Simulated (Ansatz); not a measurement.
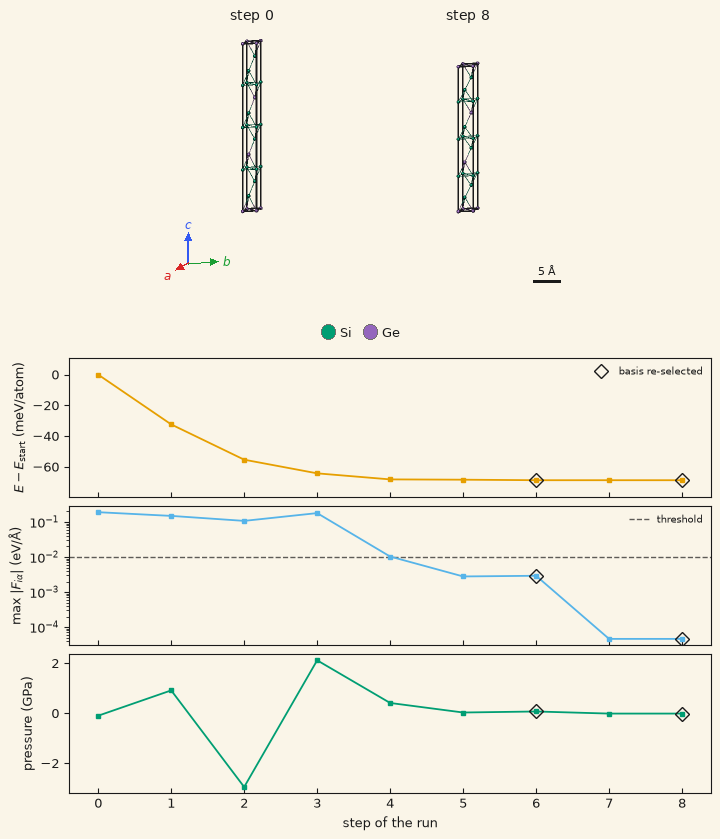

First and last geometry of a relaxation of solid Si₃Ge (a generated structure, set up in R-3m), with the history of the run. Style: ball-and-stick. Shown: the conventional cell (3 times the calculation's cell), slightly off an axis. Lengths and directions refer to the drawn axes.

These are results of DFT PBE, scalar-relativistic, plane waves, PAW in Ansatz, not measurements.

Input
```yaml
crystal:
  lattice:
    - [1.3339270773, 0.7701431572, 10.7080919277]
    - [-1.3339270773, 0.7701431572, 10.7080919277]
    - [0.0, -1.5402863144, 10.7080919277]
  atoms:
    - { symbol: Si, position: [0.7525262924, 0.7525262924, 0.7525262924] }
    - { symbol: Si, position: [0.2474737076, 0.2474737076, 0.2474737076] }
    - { symbol: Si, position: [0.5, 0.5, 0.5] }
    - { symbol: Ge, position: [0.0, 0.0, 0.0] }
basis:
  ecutwfc: 420
kpoints:
  mp_grid: { grid: [18, 18, 18] }
hamiltonian:
  xc: pbe
scf:
  occupations: { method: gaussian, width: 0.1 }
output:
  forces: true
  stress: true
  eigenvalues: true
relax:
  adjacent_minimum: "off"
  f_tol: 0.01
  max_steps: 80
  cell: { stress_tol: 0.05 }
```

Command:
```bash
ansatz run input.yaml --threads 1 --pin off --max-ram 2560MiB --backend cpu --events-out ev --progress --plain --runs-dir out
```

Did the run converge, and what did it change?

It converged. Over 6 accepted moves (8 points after the start) the energy falls by 68.7 meV per atom. Largest force component: 0.19 eV/Å at the start, under 0.0001 eV/Å at the end. The pressure goes from −0.10 to −0.01 GPa. The SCF was repeated twice at an unchanged geometry on a basis and grid sized afresh for the cell, which shifted the energy by 0.3 meV per atom at most. The largest moves relative to the cell, 0.12 Å, are those of Si1 and Si2. Si2 goes along −c. Ge stays in place. The volume changes by −3.1 %, with a = b 2.668 → 2.825 Å (+5.9 %), c 32.124 → 27.766 Å (−13.6 %). Some distances before and after: Si1–Si3 3.018 → 2.680 Å, Si1–Ge4 3.159 → 2.986 Å, Si1–Si1 2.668 → 2.825 Å, Ge4–Ge4 2.668 → 2.825 Å. The space group stays R-3m (No. 166).

```json
{"step": "0", "E − E(0), meV/atom": "0.00", "largest force component, eV/Å": "0.1906", "pressure, GPa": "-0.10", "volume, Å³/atom": "16.501", "note": ""}
{"step": "1", "E − E(0), meV/atom": "-32.39", "largest force component, eV/Å": "0.1495", "pressure, GPa": "0.92", "volume, Å³/atom": "15.983", "note": ""}
{"step": "2", "E − E(0), meV/atom": "-55.35", "largest force component, eV/Å": "0.1077", "pressure, GPa": "-2.95", "volume, Å³/atom": "16.657", "note": ""}
{"step": "3", "E − E(0), meV/atom": "-64.24", "largest force component, eV/Å": "0.1797", "pressure, GPa": "2.12", "volume, Å³/atom": "15.627", "note": ""}
{"step": "4", "E − E(0), meV/atom": "-68.18", "largest force component, eV/Å": "0.0103", "pressure, GPa": "0.41", "volume, Å³/atom": "15.887", "note": ""}
{"step": "5", "E − E(0), meV/atom": "-68.37", "largest force component, eV/Å": "0.0028", "pressure, GPa": "0.03", "volume, Å³/atom": "15.967", "note": ""}
{"step": "6", "E − E(0), meV/atom": "-68.71", "largest force component, eV/Å": "0.0029", "pressure, GPa": "0.07", "volume, Å³/atom": "15.967", "note": "same geometry, new basis"}
{"step": "7", "E − E(0), meV/atom": "-68.71", "largest force component, eV/Å": "0.0000", "pressure, GPa": "-0.01", "volume, Å³/atom": "15.987", "note": ""}
{"step": "8", "E − E(0), meV/atom": "-68.71", "largest force component, eV/Å": "0.0000", "pressure, GPa": "-0.01", "volume, Å³/atom": "15.987", "note": "same geometry, new basis"}
```
